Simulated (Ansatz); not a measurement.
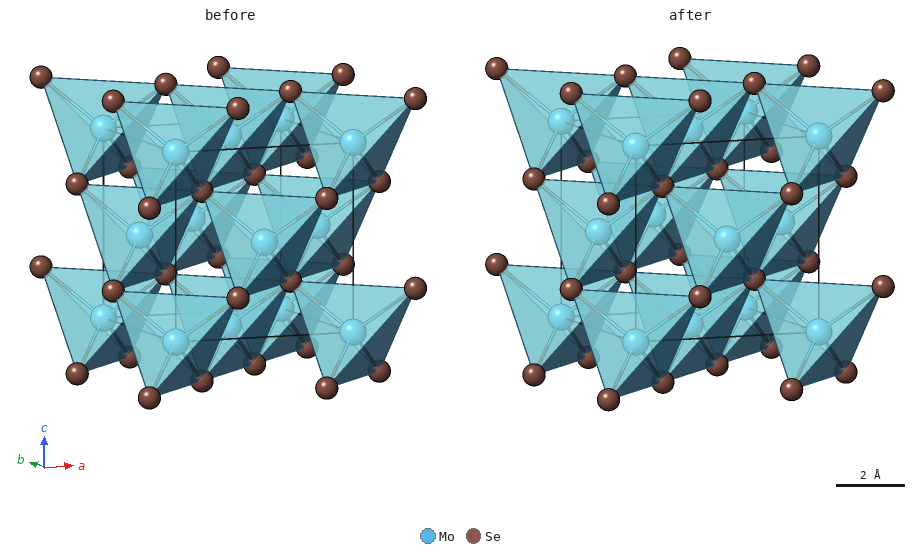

Left: solid MoSe (built on the zincblende type). Right: the same structure after one change, at the same scale. Style: polyhedral. Shown: the conventional cell (4 times the calculation's cell), slightly off an axis. Lengths and directions refer to the drawn axes.

All numbers below come from DFT PBE, scalar-relativistic, plane waves, PAW (Ansatz). (plane-wave cutoff 420 eV; k-point mesh 10 × 10 × 10; occupations gaussian; smearing width 0.05 eV; collinear spin)

> What distinguishes the right structure from the left one?

All lengths are scaled by +3.2 % (volume +10.0 %), the atoms keeping their fractional coordinates. No relaxation follows.

> How do the computed properties respond?

Energy change: +60.7 meV per atom. The pressure goes from −0.1 to −7.8 GPa. All forces vanish by symmetry. The absolute magnetisation per cell goes from 1.24 to 1.38 μB (net moment 1.18 and 1.30 μB). Some distances before and after: Mo–Se 2.460 → 2.539 Å. The space group stays F-43m (No. 216).
